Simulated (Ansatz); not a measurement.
# RbSnBi: relaxing a made-up structure

Starting from a made-up structure for RbSnBi, the aim is the relaxed cell, its shortest contacts and, where a second run follows, its electronic structure.

Program: Ansatz 0.2.0. Level of theory: DFT, r2SCAN, plane-wave PAW, files of the set soft_1, scalar-relativistic, no spin, cell and ions relaxed at zero pressure; PAW set soft_1, in the first sound run; inputs show where later runs differ. Results are calculated unless marked as measured.

**1. The structure**

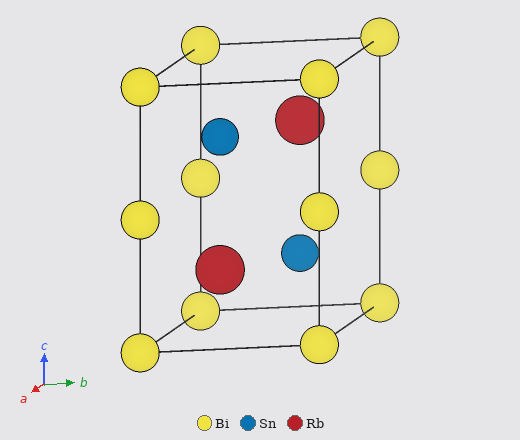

Start, viewed slightly off an axis; bismuth yellow, tin blue, rubidium red. Some periodic images of atoms are drawn too.

**2. Relaxation of the guess**

The guessed cell has no reason to be at equilibrium. It is relaxed with the atoms, within the space group of the guess.

input.yaml reads:

```yaml
crystal:
  lattice:
    - [5.794, 0.0, 0.0]
    - [-2.897, 5.01775119, 0.0]
    - [0.0, 0.0, 8.705]
  atoms:
    - { symbol: Bi, position: [0.0, 0.0, 0.0] }
    - { symbol: Bi, position: [0.0, 0.0, 0.5] }
    - { symbol: Sn, position: [0.333333333, 0.666666667, 0.25] }
    - { symbol: Sn, position: [0.666666667, 0.333333333, 0.75] }
    - { symbol: Rb, position: [0.333333333, 0.666666667, 0.75] }
    - { symbol: Rb, position: [0.666666667, 0.333333333, 0.25] }
kpoints:
  mp_grid: { grid: [6, 6, 3] }
scf:
  occupations: { method: fermi_dirac, width: 0.05 }
hamiltonian:
  xc: r2scan
  pseudopotentials: { kind: paw, azcp: { folder: soft_1 } }
relax:
  f_tol: 0.015
  max_steps: 70
  cell: {}
output:
  forces: true
  stress: true
```

Run with:

```console
$ ansatz run input.yaml --threads 4 --pin off --max-ram 10240MiB --backend cpu --events-out ev --progress --plain --runs-dir out
```

Numbers of over 12 decimals in the logs are rounded to 6 here.

What it wrote:

```text
Engine: ansatz 0.2.0, aarch64-unknown-linux-gnu
Pseudopotentials: kind: paw
Pseudopotential: Bi, paw, valence charge 15, recommended cutoff 500 eV (meta_gga), soft_1/Bi.paw.azcp
Pseudopotential: Sn, paw, valence charge 14, recommended cutoff 500 eV (meta_gga), soft_1/Sn.paw.azcp
Pseudopotential: Rb, paw, valence charge 9, recommended cutoff 500 eV (meta_gga), soft_1/Rb.paw.azcp
Functional definition: r2SCAN
  parameter k0 = 0.174
  parameter k1 = 0.065
  parameter a1 = 4.9479
  exchange = r2scan_x(k0 = k0, k1 = k1, a1 = a1)
  correlation = r2scan_c
Crystal: 6 atoms, lattice volume = 253.079 Å³
Basis set: ecut = 500 eV, 6379 PW (Γ), exchange–correlation on 180×180×256 points (64 copies of the dense FFT grid, shifted against one another)
Bands: 46, of which v1, the nominal top of the filled ones, is band 38 counted from 1 (37 counted from 0)
Symmetry: 24 space group operations
Space group: P63/mmc (ITA 194), of the structure as read, at distance tolerance 6.3e-5 Å
k-points: 14 of 108
Non-local potential: Bi, projectors of the file, l = 0: 2, l = 1: 2, l = 2: 2, l = 3: 1
Non-local potential: Sn, projectors of the file, l = 0: 2, l = 1: 2, l = 2: 2, l = 3: 1
Non-local potential: Rb, projectors of the file, l = 0: 3, l = 1: 2, l = 2: 2
PAW form: soft (Blöchl's): semilocal exchange-correlation on the pseudo side does not see the compensation charge
PAW frozen core: Bi, regenerated for the run's functional (the file was generated under x = pbe(κ = 0.804, μ = 0.219515), c = pbe(β = 0.066725))
PAW frozen core: Sn, regenerated for the run's functional (the file was generated under x = pbe(κ = 0.804, μ = 0.219515), c = pbe(β = 0.066725))
PAW frozen core: Rb, regenerated for the run's functional (the file was generated under x = pbe(κ = 0.804, μ = 0.219515), c = pbe(β = 0.066725))
PAW one-centre angular grid: Bi, 590 points (default); XC on 160 Gauss nodes
PAW one-centre angular grid: Sn, 590 points (default); XC on 160 Gauss nodes
PAW one-centre angular grid: Rb, 302 points (default); XC on 160 Gauss nodes
Initial density: superposition of atomic densities (chi_scale 0.1, normalization cell, long waves kept (reshape's long-wave potential 0.00 eV rms))
Initial wavefunctions: pseudopotential atomic-orbital guess
Functional: x = r2scan, c = r2scan; τ floored in thin density (d = 2e-4 eV/Å³)
SCF iter   1: F=—  HF=-43459.311010 eV  |F-HF|=—  |Δ(HF+E_count)|=         —  Δρ=2.07e-2  dr2=2.69e0  dr2_τ=3.45e-2  ethr=3.10e-3  ⟨swp⟩=9.3  Hψ=2821  notcnv=0
preconditioner: auto → Kerker (q_TF=auto, 2.233 Å⁻¹)  [metal: Δε(μ)=0.039 eV  Ē_g=6.124 eV  σ=0.050 eV  W_gap=0.19  n_scr=42 (ndim 8)  ℏωp=10.4 eV  f_vac=0.000  D(μ)=6.08/eV (n_scr^D=34)]
SCF iter   2: F=—  HF=-43458.770786 eV  |F-HF|=—  |Δ(HF+E_count)|=   5.40e-1  Δρ=1.29e-2  dr2=1.11e0  dr2_τ=4.64e-3  ethr=3.10e-3  ⟨swp⟩=3.0  Hψ=896  notcnv=0  defer=12
SCF iter   3: F=—  HF=-43458.372439 eV  |F-HF|=—  |Δ(HF+E_count)|=   3.98e-1  Δρ=3.66e-3  dr2=9.06e-2  dr2_τ=1.54e-3  ethr=1.46e-3  ⟨swp⟩=3.2  Hψ=1066  notcnv=0  defer=12
SCF iter   4: F=—  HF=-43458.348869 eV  |F-HF|=—  |Δ(HF+E_count)|=   2.36e-2  Δρ=1.32e-3  dr2=8.90e-3  dr2_τ=2.84e-4  ethr=1.19e-4  ⟨swp⟩=3.4  Hψ=1149  notcnv=0  defer=12
SCF iter   5: F=—  HF=-43458.350117 eV  |F-HF|=—  |Δ(HF+E_count)|=   1.25e-3  Δρ=4.12e-4  dr2=9.76e-4  dr2_τ=1.84e-5  ethr=1.17e-5  ⟨swp⟩=2.0  Hψ=1228  notcnv=0  defer=12
SCF iter   6: F=—  HF=-43458.350439 eV  |F-HF|=—  |Δ(HF+E_count)|=   3.22e-4  Δρ=1.50e-4  dr2=7.75e-5  dr2_τ=1.83e-6  ethr=1.28e-6  ⟨swp⟩=2.1  Hψ=1009  notcnv=0  defer=12
SCF iter   7: F=—  HF=-43458.350508 eV  |F-HF|=—  |Δ(HF+E_count)|=   6.91e-5  Δρ=4.90e-5  dr2=8.35e-6  dr2_τ=1.61e-7  ethr=1.02e-7  ⟨swp⟩=2.0  Hψ=1012  notcnv=0  defer=12
SCF iter   8: F=—  HF=-43458.350518 eV  |F-HF|=—  |Δ(HF+E_count)|=   9.48e-6  Δρ=1.37e-5  dr2=6.47e-7  dr2_τ=1.19e-8  ethr=1.10e-8  ⟨swp⟩=2.0  Hψ=1005  notcnv=0  defer=12
SCF iter   9: F=-43458.350519 eV  HF=-43458.350519 eV  |F-HF|=3.79e-8  |Δ(HF+E_count)|=   7.93e-7  Δρ=3.79e-6  dr2=7.50e-8  dr2_τ=6.19e-10  ethr=1.32e-10  ⟨swp⟩=6.0  Hψ=2593  notcnv=0
SCF 1 converged in 9 iterations: F = -43458.350519 eV  dr2 = 7.50e-8
  greatest PAW one-centre occupation: 0.990 electrons in one spin orbital (limit 2), on the Sn atom at site 3 (counted from 0), in its partial waves of l = 2
relax step   1: F+E_penalty+E_count = -43458.35051862 eV  Δ(F+E_penalty+E_count) = +0.000e0 eV  max|allowed force component| = 7.710e-17 eV/Å  Δτ_max = 0.0000 Å  P = -2.821 GPa  Ω = 253.079 Å³  (9 SCF iters, dr2 threshold 1.00e-7 eV, accepted)
Crystal: 6 atoms, lattice volume = 237.381 Å³
Basis set: ecut = 500 eV, 6067 PW (Γ), exchange–correlation on 180×180×256 points (64 copies of the dense FFT grid, shifted against one another)
Initial density: handed on by an earlier stage of this run
Initial wavefunctions: those handed on with the density
iter 1 solved again at ethr=3.79e-5 eV; its pass at ethr=3.10e-3 eV (dr2=2.88e-2 eV) is discarded
SCF iter   1: F=—  HF=-43458.629515 eV  |F-HF|=—  |Δ(HF+E_count)|=         —  Δρ=1.71e-3  dr2=2.76e-2  dr2_τ=7.12e-2  ethr=3.79e-5  ⟨swp⟩=1.9  Hψ=3765  notcnv=0
preconditioner: auto → Kerker (q_TF=auto, 2.257 Å⁻¹)  [metal: Δε(μ)=0.016 eV  Ē_g=9.433 eV  σ=0.050 eV  W_gap=0.08  n_scr=40 (ndim 8)  ℏωp=13.6 eV  f_vac=0.000  D(μ)=3.72/eV (n_scr^D=22)]
SCF iter   2: F=—  HF=-43458.762916 eV  |F-HF|=—  |Δ(HF+E_count)|=   1.33e-1  Δρ=8.52e-4  dr2=4.69e-3  dr2_τ=1.21e-4  ethr=3.63e-5  ⟨swp⟩=2.9  Hψ=1307  notcnv=0
SCF iter   3: F=—  HF=-43458.762402 eV  |F-HF|=—  |Δ(HF+E_count)|=   5.14e-4  Δρ=4.12e-4  dr2=1.23e-3  dr2_τ=5.80e-6  ethr=6.18e-6  ⟨swp⟩=2.0  Hψ=713  notcnv=0
SCF iter   4: F=—  HF=-43458.762177 eV  |F-HF|=—  |Δ(HF+E_count)|=   2.25e-4  Δρ=1.49e-4  dr2=1.29e-4  dr2_τ=2.88e-6  ethr=1.61e-6  ⟨swp⟩=2.0  Hψ=819  notcnv=0
SCF iter   5: F=—  HF=-43458.762154 eV  |F-HF|=—  |Δ(HF+E_count)|=   2.30e-5  Δρ=6.31e-5  dr2=1.94e-5  dr2_τ=3.82e-7  ethr=1.70e-7  ⟨swp⟩=2.0  Hψ=1012  notcnv=0
SCF iter   6: F=—  HF=-43458.762159 eV  |F-HF|=—  |Δ(HF+E_count)|=   5.22e-6  Δρ=1.84e-5  dr2=1.37e-6  dr2_τ=9.25e-8  ethr=2.55e-8  ⟨swp⟩=2.0  Hψ=959  notcnv=0
SCF iter   7: F=-43458.762160 eV  HF=-43458.762160 eV  |F-HF|=7.88e-8  |Δ(HF+E_count)|=   1.05e-6  Δρ=7.70e-6  dr2=2.69e-7  dr2_τ=3.76e-9  ethr=7.89e-10  ⟨swp⟩=5.0  Hψ=2536  notcnv=0
SCF 2 converged in 7 iterations: F = -43458.762160 eV  dr2 = 2.69e-7
relax step   2: F+E_penalty+E_count = -43458.76216020 eV  Δ(F+E_penalty+E_count) = -4.116e-1 eV  max|allowed force component| = 3.701e-17 eV/Å  Δτ_max = 0.0000 Å  P = -2.233 GPa  Ω = 237.381 Å³  energy of the carried Pulay correction = +7.434e-4 eV  (7 SCF iters, dr2 threshold 6.00e-7 eV, accepted)
Crystal: 6 atoms, lattice volume = 222.455 Å³
Basis set: ecut = 500 eV, 5681 PW (Γ), exchange–correlation on 180×180×256 points (64 copies of the dense FFT grid, shifted against one another)
iter 1 solved again at ethr=4.48e-5 eV; its pass at ethr=3.10e-3 eV (dr2=3.40e-2 eV) is discarded
SCF iter   1: F=—  HF=-43458.929051 eV  |F-HF|=—  |Δ(HF+E_count)|=         —  Δρ=1.91e-3  dr2=3.33e-2  dr2_τ=7.62e-2  ethr=4.48e-5  ⟨swp⟩=2.1  Hψ=3758  notcnv=0
preconditioner: auto → Kerker (q_TF=auto, 2.281 Å⁻¹)  [metal: Δε(μ)=0.033 eV  Ē_g=9.577 eV  σ=0.050 eV  W_gap=0.16  n_scr=40 (ndim 8)  ℏωp=14.1 eV  f_vac=0.000  D(μ)=3.46/eV (n_scr^D=22)]
SCF iter   2: F=—  HF=-43459.075882 eV  |F-HF|=—  |Δ(HF+E_count)|=   1.47e-1  Δρ=1.01e-3  dr2=7.31e-3  dr2_τ=1.15e-4  ethr=4.38e-5  ⟨swp⟩=2.9  Hψ=1304  notcnv=0
SCF iter   3: F=—  HF=-43459.074933 eV  |F-HF|=—  |Δ(HF+E_count)|=   9.49e-4  Δρ=3.94e-4  dr2=1.22e-3  dr2_τ=7.84e-6  ethr=9.62e-6  ⟨swp⟩=2.0  Hψ=724  notcnv=0
SCF iter   4: F=—  HF=-43459.074841 eV  |F-HF|=—  |Δ(HF+E_count)|=   9.21e-5  Δρ=1.65e-4  dr2=1.44e-4  dr2_τ=2.95e-6  ethr=1.61e-6  ⟨swp⟩=2.0  Hψ=809  notcnv=0
SCF iter   5: F=—  HF=-43459.074846 eV  |F-HF|=—  |Δ(HF+E_count)|=   5.04e-6  Δρ=6.46e-5  dr2=1.81e-5  dr2_τ=4.29e-7  ethr=1.90e-7  ⟨swp⟩=2.4  Hψ=1036  notcnv=0
SCF iter   6: F=—  HF=-43459.074853 eV  |F-HF|=—  |Δ(HF+E_count)|=   6.53e-6  Δρ=1.71e-5  dr2=7.72e-7  dr2_τ=6.90e-8  ethr=2.38e-8  ⟨swp⟩=2.3  Hψ=966  notcnv=0
SCF iter   7: F=-43459.074854 eV  HF=-43459.074854 eV  |F-HF|=1.04e-7  |Δ(HF+E_count)|=   9.75e-7  Δρ=6.90e-6  dr2=1.57e-7  dr2_τ=2.65e-9  ethr=7.89e-10  ⟨swp⟩=5.0  Hψ=2531  notcnv=0
SCF 3 converged in 7 iterations: F = -43459.074854 eV  dr2 = 1.57e-7
relax step   3: F+E_penalty+E_count = -43459.07485365 eV  Δ(F+E_penalty+E_count) = -3.127e-1 eV  max|allowed force component| = 7.556e-17 eV/Å  Δτ_max = 0.0000 Å  P = -1.304 GPa  Ω = 222.455 Å³  energy of the carried Pulay correction = +1.498e-3 eV  (7 SCF iters, dr2 threshold 6.00e-7 eV, accepted)
[...]
relax step   4: F+E_penalty+E_count = -43459.23043040 eV  Δ(F+E_penalty+E_count) = -1.556e-1 eV  max|allowed force component| = 1.742e-16 eV/Å  Δτ_max = 0.0000 Å  P = -0.153 GPa  Ω = 210.597 Å³  energy of the carried Pulay correction = +2.124e-3 eV  (7 SCF iters, dr2 threshold 6.00e-7 eV, accepted)
[...]
relax step   5: F+E_penalty+E_count = -43459.24082206 eV  Δ(F+E_penalty+E_count) = -1.039e-2 eV  max|allowed force component| = 8.018e-17 eV/Å  Δτ_max = 0.0000 Å  P = +0.108 GPa  Ω = 208.478 Å³  energy of the carried Pulay correction = +2.231e-3 eV  (6 SCF iters, dr2 threshold 6.00e-7 eV, accepted)
[...]
relax step   6: F+E_penalty+E_count = -43459.24100792 eV  Δ(F+E_penalty+E_count) = -1.859e-4 eV  max|allowed force component| = 9.637e-17 eV/Å  Δτ_max = 0.0000 Å  P = -0.043 GPa  Ω = 209.679 Å³  energy of the carried Pulay correction = +2.162e-3 eV  (6 SCF iters, dr2 threshold 4.45e-8 eV, accepted)
Basis set: ecut = 500 eV, 5295 PW (Γ), exchange–correlation on 180×180×216 points (64 copies of the dense FFT grid, shifted against one another)
Initial wavefunctions: pseudopotential atomic-orbital guess (no wavefunctions were taken with the density)
iter 1 solved again at ethr=3.48e-7 eV; its pass at ethr=3.10e-3 eV (dr2=2.65e-4 eV) is discarded
SCF iter   1: F=—  HF=-43459.239272 eV  |F-HF|=—  |Δ(HF+E_count)|=         —  Δρ=1.22e-4  dr2=2.52e-6  dr2_τ=2.49e-5  ethr=3.48e-7  ⟨swp⟩=3.4  Hψ=4698  notcnv=0
preconditioner: auto → Kerker (q_TF=auto, 2.304 Å⁻¹)  [metal: Δε(μ)=0.070 eV  Ē_g=9.644 eV  σ=0.050 eV  W_gap=0.34  n_scr=40 (ndim 8)  ℏωp=14.5 eV  f_vac=0.000  D(μ)=4.53/eV (n_scr^D=22)]
SCF iter   2: F=—  HF=-43459.239296 eV  |F-HF|=—  |Δ(HF+E_count)|=   2.45e-5  Δρ=6.39e-5  dr2=7.27e-7  dr2_τ=1.27e-6  ethr=3.31e-9  ⟨swp⟩=2.0  Hψ=1179  notcnv=0
SCF iter   3: F=—  HF=-43459.239302 eV  |F-HF|=—  |Δ(HF+E_count)|=   5.84e-6  Δρ=4.33e-6  dr2=3.84e-8  dr2_τ=2.92e-9  ethr=9.57e-10  ⟨swp⟩=2.0  Hψ=1180  notcnv=0
SCF iter   4: F=—  HF=-43459.239302 eV  |F-HF|=—  |Δ(HF+E_count)|=   4.41e-9  Δρ=1.75e-6  dr2=4.40e-9  dr2_τ=2.16e-9  ethr=5.05e-11  ⟨swp⟩=2.0  Hψ=1181  notcnv=0
SCF iter   5: F=—  HF=-43459.239302 eV  |F-HF|=—  |Δ(HF+E_count)|=   4.61e-9  Δρ=5.64e-7  dr2=1.57e-9  dr2_τ=2.69e-11  ethr=5.78e-12  ⟨swp⟩=2.0  Hψ=1179  notcnv=0
SCF iter   6: F=—  HF=-43459.239302 eV  |F-HF|=—  |Δ(HF+E_count)|=  1.75e-10  Δρ=1.81e-7  dr2=1.71e-10  dr2_τ=4.61e-12  ethr=2.07e-12  ⟨swp⟩=2.0  Hψ=785  notcnv=0
SCF iter   7: F=-43459.239302 eV  HF=-43459.239302 eV  |F-HF|=7.28e-12  |Δ(HF+E_count)|=    0.00e0  Δρ=7.09e-8  dr2=1.14e-11  dr2_τ=5.74e-13  ethr=1.00e-12  ⟨swp⟩=5.0  Hψ=2538  notcnv=0
SCF 7 converged in 7 iterations: F = -43459.239302 eV  dr2 = 1.14e-11
relax step   7: F+E_penalty+E_count = -43459.23930206 eV  Δ(F+E_penalty+E_count) = +1.706e-3 eV  max|allowed force component| = 1.002e-16 eV/Å  Δτ_max = 0.0000 Å  P = -0.044 GPa  Ω = 209.679 Å³  stress off target by 4.96e-2 GPa  SCF on the basis re-selected at this cell (its energy is not comparable with the rows above)  (7 SCF iters)
basis re-selected at this cell: Δ(F+E_penalty+E_count) = +1.706e-3 eV, ΔP = -0.001 GPa vs the last step (what re-selecting the basis moved, of the pressure what is left beyond the Pulay correction that the steps carried, after the strain that the cell walked since its last selection, with what the two solves' SCF thresholds leave and, on support functions, any second-order correction that the steps lacked; it is no measure of the basis error at this ecutwfc). The dense FFT grid was sized anew with the basis: this SCF ran on 45×45×54 points, the steps before it on 45×45×64, so part of this shift can come from that change (see relax.cell in the input reference). [rest of the remark cut]
SCF converged after 7 iterations
Free energy (F): -43459.239302 eV
Harris-Foulkes:  -43459.239302 eV  (|F-HF|=7.28e-12)
Internal energy: -43459.202338 eV  (E = F + TS)
E sigma→0 (E₀):  -43459.220820 eV
Entropy (-TS):   -0.036964 eV (-6.161 meV/atom)
Fermi energy:    7.989147 eV
--- Per-component energies (eV) ---
  E_band       = -649.540107
  E_kinetic    = 1200.632927
  E_local      = -6107.337864  (includes V_loc(G=0)·N_el)
  E_nonlocal   = 1478.947985
  E_hartree    = 2410.908075
  E_xc         = -744.616869
  E_vxc        = -732.432838  (∫ρ·V_xc dr)
  E_paw        = -35443.468074  (= ΣΔE_a)
  E_vpaw       = -1356.357359  (= ΣTr[D̂ρ^β])
  E_aug_tail   = 0.000451  (compensation charges beyond the density's cutoff)
  E_vtau       = 45.190512  (kinetic-family band-sum trace: ∫τ·v_τ [+ j·A + Jᵃ·Aᵃ] dr)
  E_ewald      = -6257.196479
  E_core_change = 2.927510  (= ΣΔE_core)
  E_smearing   = -0.036964  (= −TS)
  E_closure    = -0.000000  (closes the sum)
  Σ components = -43459.239302   (vs F -43459.239302, Δ=0.00e0)
--- Forces (eV/Å), atoms counted from 1 ---
  atom   1  Bi    -0.00000000     0.00000000     0.00000000
  atom   2  Bi     0.00000000     0.00000000     0.00000000
  atom   3  Sn     0.00000000    -0.00000000     0.00000000
  atom   4  Sn     0.00000000     0.00000000     0.00000000
  atom   5  Rb     0.00000000    -0.00000000     0.00000000
  atom   6  Rb     0.00000000     0.00000000     0.00000000
  max |Σ_I F_I| component: 5.55e-17 eV/Å
--- Stress (GPa, compression-positive) ---
       -0.049617       0.000000       0.000000
        0.000000      -0.049617       0.000000
        0.000000       0.000000      -0.033152
  P = ⅓ Tr σ = -0.0441 GPa (-0.441 kbar)
--- Relaxed structure (6 steps of the walk, 6 accepted, 1 SCFs on fresh bases) ---
  F+E_penalty+E_count = -43459.23930206 eV   max|allowed force component| = 1.002e-16 eV/Å   (the final SCF, on the basis selected at the relaxed cell)
  cell:  # Å, volume = 209.6792 Å³
    - [5.765045, 0.0, 0.0]
    - [-2.882522, 4.992675, 0.0]
    - [0.0, 0.0, 7.284828]
  atoms:
    - { symbol: Bi, position: [0, 0, 0] }
    - { symbol: Bi, position: [0, 0, 0.500000] }
    - { symbol: Sn, position: [0.333333, 0.666667, 0.250000] }
    - { symbol: Sn, position: [0.666667, 0.333333, 0.750000] }
    - { symbol: Rb, position: [0.333333, 0.666667, 0.750000] }
    - { symbol: Rb, position: [0.666667, 0.333333, 0.250000] }
```

The job ended after 33 s (4 threads of Arm Neoverse V1, shared host; peak memory 1.3 GiB).

The steps of the relaxation:

```
step  energy less that of the first step (eV)  largest force component (eV/Å)  pressure (GPa)  volume (Å³)
   1                                   0.0000                          0.0000           -2.82       253.08
   2                                  -0.4116                          0.0000           -2.23       237.38
   3                                  -0.7243                          0.0000           -1.30       222.46
   4                                  -0.8799                          0.0000           -0.15       210.60
   5                                  -0.8903                          0.0000            0.11       208.48
   6                                  -0.8905                          0.0000           -0.04       209.68
  7*                                  -0.8888                          0.0000           -0.04       209.68
```

Relaxation steps marked * repeat the geometry before them on a plane-wave basis chosen anew for their cell, so energy and pressure can jump there.

The run keeps the 24 symmetry operations that it works with, so distortions that break them were not tested.

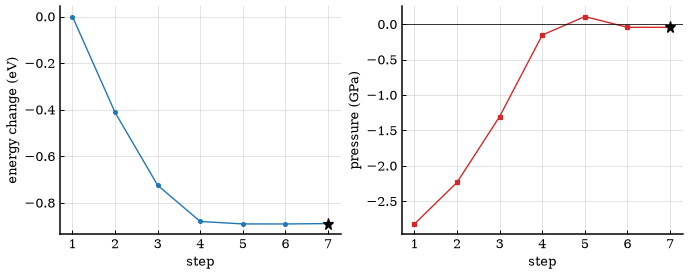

Energy and pressure along the relaxation. Stars mark steps on a basis chosen anew.

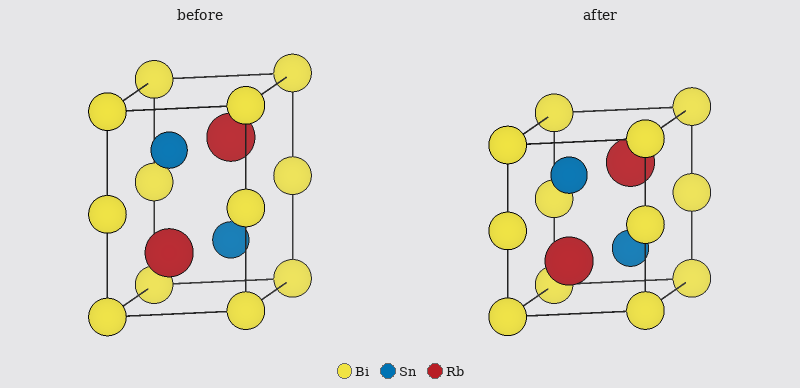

The structure before and after the relaxation, drawn at the same scale.

```
     cell as run  before  after   change
           a (Å)   5.794  5.765   -0.5 %
           b (Å)   5.794  5.765   -0.5 %
           c (Å)   8.705  7.285  -16.3 %
volume (Å³/atom)   42.18  34.95  -17.1 %
```

The relaxed structure:

```xyz
6
Lattice="5.7650 0.0000 0.0000 -2.8825 4.9927 0.0000 0.0000 0.0000 7.2848" Properties=species:S:1:pos:R:3 pbc="T T T"
Bi    0.0000    0.0000    0.0000
Bi    0.0000    0.0000    3.6424
Sn    0.0000    3.3285    1.8212
Sn    2.8825    1.6642    5.4636
Rb    0.0000    3.3285    5.4636
Rb    2.8825    1.6642    1.8212
```

Numbers from this step:

- free energy: -43459.2393 eV
- energy at zero smearing: -43459.2208 eV
- smearing term TS: 0.03696 eV
- Fermi energy: 7.989 eV
- electrons: 76
- symmetry operations: 24
- pressure: -0.04413 GPa

The shortest distance of each pair, which need not be the same contact before and after:

```
 pair  guess (Å)  relaxed (Å)
Rb–Sn      3.345        3.328
Bi–Bi      4.353        3.642
Bi–Sn      3.991        3.794
Bi–Rb      3.991        3.794
Sn–Sn      5.489        4.934
```

The relaxation ends with a pressure of -0.04 GPa.

[end of part 1 of 2]

[Logs are printed without paths, hosts, clocks, repeated set-up lines and the standing remarks that a program may print on its own settings, such as how far it seeks lower states.]

[Hosts, paths, dates, database ids (printed as entryN), source tags and the programs' standing remarks are cut or masked in the printed files.]
